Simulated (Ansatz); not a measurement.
**C4H6 (1,3-butadiene) at BLYP/6-31G(d) (spherical functions)**

What is the vertical ionisation energy of C4H6 (1,3-butadiene) at BLYP/6-31G* (spherical functions)? 

Program for the calculation: Ansatz 0.2.0.

32 further runs of the same task are left out: 32 set aside as unsound or not needed.

## (1) The system as given

C4H6: 10 atoms, total charge 0, spin state singlet. As SMILES, `C=CC=C`. The coordinates come from a PBE0-D4/def2-TZVP relaxation. This is one conformer, not always the lowest.

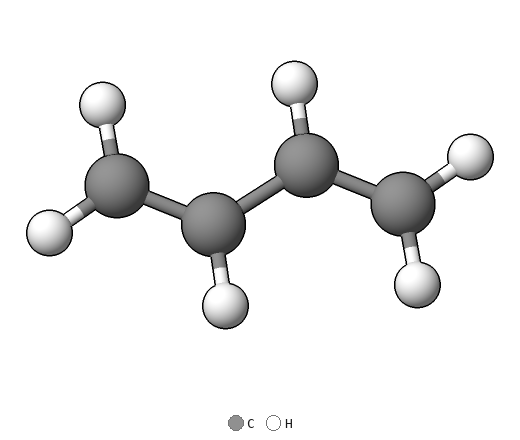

The structure, seen from a chosen angle (carbon grey, hydrogen white).

## (2) The energy at BLYP/6-31G(d) (spherical functions)

Input file job.yaml:

```yaml
crystal:
  periodic: [false, false, false]
  atoms:
    - {symbol: C, position_ang: [-1.238700, 0.817200, -1.071400]}
    - {symbol: C, position_ang: [-0.552400, 0.453400, 0.010700]}
    - {symbol: C, position_ang: [0.569100, -0.463500, -0.010200]}
    - {symbol: C, position_ang: [1.255300, -0.827500, 1.072000]}
    - {symbol: H, position_ang: [-0.984700, 0.433100, -2.054200]}
    - {symbol: H, position_ang: [-2.072000, 1.506400, -1.011400]}
    - {symbol: H, position_ang: [-0.830800, 0.855200, 0.982800]}
    - {symbol: H, position_ang: [0.847600, -0.865200, -0.982300]}
    - {symbol: H, position_ang: [1.001000, -0.443600, 2.054900]}
    - {symbol: H, position_ang: [2.088600, -1.516600, 1.012000]}
basis:
  gaussian: {orbitals: 6-31G_st_-spherical.json}
hamiltonian: {xc: {name: BLYP}}
accuracy: high
output: {orbitals: {seedname: orbitals}}
```

The basis set 6-31G* is read from a file made from the Basis Set Exchange's data (not shown).

Run with:

```sh
$ ansatz run job.yaml --threads 1 --pin off --max-ram 3480MiB --events-out events.jsonl --progress --plain --runs-dir runs
```

The log of the run:

```text
Warning: RAYON_NUM_THREADS=1 ignored (pool sized by the plan → 1); use --threads N
Functional definition: BLYP
  name "BLYP"
  parameter beta = 0.0042
  parameter a = 0.04918
  parameter b = 0.132
  parameter c = 0.2533
  parameter d = 0.349
  exchange = b88_x(beta = beta)
  correlation = lyp_c(a = a, b = b, c = c, d = d)
1656 factors; integrals over basis functions are off by at most 3.0e-9 eV
mean field evaluation 1: about -4233.5785 eV, gradient 5.6e1 eV
mean field evaluation 2: about -4228.0420 eV, gradient 7.2e1 eV
mean field evaluation 4: about -4242.1213 eV, gradient 6.4e0 eV
mean field evaluation 8: about -4242.2128 eV, gradient 5.3e-2 eV
mean field evaluation 16: about -4242.2128 eV, gradient 8.4e-7 eV
mean field -4242.21279487 eV, -155.8984447364 hartree, gradient 4.4e-8 eV, S^2 0.000000; 0 other end points of the search recorded, 0 dependent functions left out
reference -4242.21284267 eV, -155.8984464930 hartree; 15, 15 occupied and 53, 53 virtual orbitals, 1656 factors
Total energy: -4242.21284267 eV, -155.8984464930 hartree
```

It took 4.2 s on 1 thread of Arm Neoverse V2, shared host; peak memory 0.18 GiB.

## (3) The doublet cation

Input file in.yaml:

```yaml
crystal:
  periodic: [false, false, false]
  atoms:
    - symbol: C
      position_ang: [-1.238700, 0.817200, -1.071400]
    - symbol: C
      position_ang: [-0.552400, 0.453400, 0.010700]
    - symbol: C
      position_ang: [0.569100, -0.463500, -0.010200]
    - symbol: C
      position_ang: [1.255300, -0.827500, 1.072000]
    - symbol: H
      position_ang: [-0.984700, 0.433100, -2.054200]
    - symbol: H
      position_ang: [-2.072000, 1.506400, -1.011400]
    - symbol: H
      position_ang: [-0.830800, 0.855200, 0.982800]
    - symbol: H
      position_ang: [0.847600, -0.865200, -0.982300]
    - symbol: H
      position_ang: [1.001000, -0.443600, 2.054900]
    - symbol: H
      position_ang: [2.088600, -1.516600, 1.012000]
basis:
  gaussian:
    orbitals: 6-31G_st_-spherical.json
total_charge: 1
output: {orbitals: {seedname: orbitals}}
magnetization:
  spin_polarized: true
  initial_magnetization: 1
accuracy: high
hamiltonian:
  xc: {name: BLYP}
```

The basis set 6-31G* is read from a file made from the Basis Set Exchange's data (not shown).

Run with:

```sh
$ ansatz run in.yaml --threads 1 --pin off --max-ram 3480MiB --events-out events.jsonl --progress --plain --runs-dir runs
```

The log of the run:

```text
Warning: RAYON_NUM_THREADS=1 ignored (pool sized by the plan → 1); use --threads N
Functional definition: BLYP
  name "BLYP"
  parameter beta = 0.0042
  parameter a = 0.04918
  parameter b = 0.132
  parameter c = 0.2533
  parameter d = 0.349
  exchange = b88_x(beta = beta)
  correlation = lyp_c(a = a, b = b, c = c, d = d)
1656 factors; integrals over basis functions are off by at most 3.0e-9 eV
mean field evaluation 1: about -4222.7599 eV, gradient 4.4e1 eV
mean field evaluation 2: about -4216.5778 eV, gradient 5.5e1 eV
mean field evaluation 4: about -4233.6824 eV, gradient 4.0e0 eV
mean field evaluation 8: about -4233.7479 eV, gradient 1.3e-1 eV
mean field evaluation 16: about -4233.7481 eV, gradient 8.6e-5 eV
mean field -4233.74809005 eV, -155.5873725718 hartree, gradient 5.8e-8 eV, S^2 0.755829; 0 other end points of the search recorded, 0 dependent functions left out
reference -4233.74813385 eV, -155.5873741815 hartree; 15, 14 occupied and 53, 54 virtual orbitals, 1656 factors
Total energy: -4233.74813385 eV, -155.5873741815 hartree
```

It took 6.9 s on 1 thread of Arm Neoverse V2, shared host; peak memory 0.24 GiB.

## (4) Summary of results

Level: BLYP/6-31G* (spherical functions).

| quantity | value |
| --- | --- |
| singlet C4H6: total energy | -155.89845 Eh |
| singlet C4H6: HOMO energy | -5.24 eV |
| singlet C4H6: LUMO energy | -1.14 eV |
| singlet C4H6: HOMO–LUMO gap | 4.10 eV |
| doublet cation: total energy | -155.58737 Eh |
| doublet cation: HOMO energy (highest over α and β) | -12.69 eV |
| doublet cation: LUMO energy (lowest over α and β) | -11.69 eV |
| doublet cation: ⟨S²⟩ | 0.756 |
| vertical ionisation energy (to the doublet cation) | 8.465 eV |

In words: The vertical ionisation energy comes to 8.46 eV (817 kJ/mol). −ε(HOMO) before ionisation, 5.24 eV, is 3.22 eV below this ionisation energy.
